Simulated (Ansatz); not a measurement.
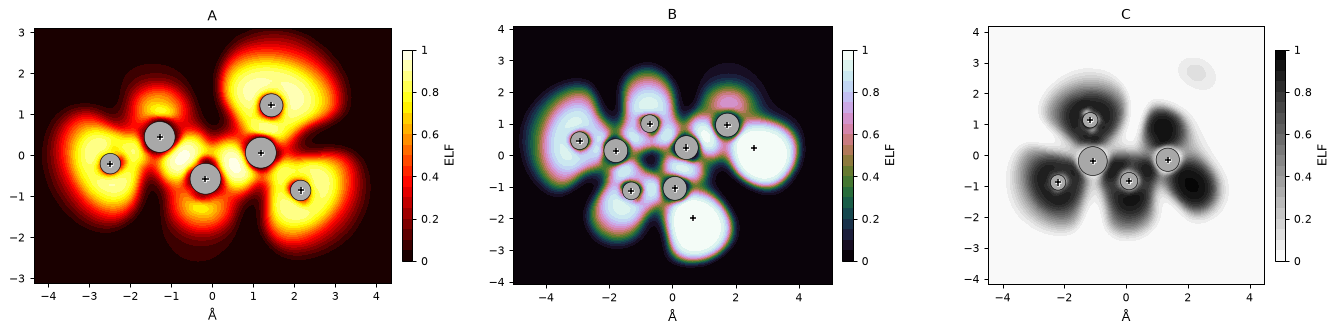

The ELF of 3 systems, each on a plane through atoms (crosses mark nuclei in the plane; grey discs cover the cores).

All numbers below come from isolated molecule in a Gaussian basis; Kohn-Sham density functional theory, functional PBE0 (Ansatz 0.2.0).

System 1: C₃H₅BF₂O (SMILES C=CCOB(F)F), the plane of atoms C3, O7 and B4. Geometry: B3LYP/def2-SVP.

```xyz
12

C    -1.1866   -1.7510    2.1125
C    -2.2450   -1.8336    1.3031
C    -2.4121   -1.0312    0.0455
B    -1.6416   -2.3606   -1.8345
F    -0.3726   -2.0117   -1.6396
F    -1.9121   -3.1957   -2.8247
O    -2.6438   -1.8844   -1.0805
H    -1.1185   -2.3446    3.0282
H    -0.3473   -1.0828    1.8921
H    -3.0695   -2.5178    1.5379
H    -1.5328   -0.3893   -0.1265
H    -3.3015   -0.3841    0.1205
```

System 2: C₃H₄F₂O (SMILES O=C(F)CCF), the plane of atoms F4, C1 and O6. Geometry: PBE0-D3(BJ)/def2-SVP.

```xyz
10

C     0.7763   -2.6540   -1.5345
C     1.6128   -2.0061   -0.4808
C     0.7838   -1.4843    0.6721
F     1.5305   -3.1091   -2.5416
F     1.6125   -0.9056    1.5952
O    -0.4004   -2.7849   -1.5473
H     2.3585   -2.7383   -0.1292
H     2.1922   -1.1925   -0.9479
H     0.2236   -2.3042    1.1504
H     0.0546   -0.7369    0.3195
```

System 3: C₄H₄O₃ (SMILES Cc1coc(=O)o1), the plane of atoms O5, C3 and H11. Geometry: B3LYP/def2-SVP.

```
atom    x (Å)    y (Å)    z (Å)
   C  -0.7263   1.2693   0.6796
   C  -0.5007  -0.0515   0.0472
   C  -1.2208  -0.8397  -0.7623
   C   0.6973  -1.8863  -0.3840
   O  -0.4958  -1.9806  -1.0405
   O   1.5733  -2.6886  -0.3946
   O   0.7013  -0.6949   0.2913
   H  -1.7149   1.6594   0.4006
   H   0.0415   1.9932   0.3610
   H  -0.6743   1.1924   1.7780
   H  -2.2064  -0.7455  -1.2072
```

Which map belongs to which system?

Panel A is system 2, C₃H₄F₂O: the plane holds C, F and O. C–O (1.18 Å): the ELF peaks at about 0.90 between the atoms; a multiple bond. Panel B is system 3, C₄H₄O₃: the plane holds C, O and H. C–O (1.19 Å): the ELF peaks at about 0.85 between the atoms: a short, multiple covalent bond. Panel C is system 1, C₃H₅BF₂O: the plane holds C, B, F and O. B–F (1.32 Å): the ELF peaks at about 0.85 between the atoms: a polar covalent bond.
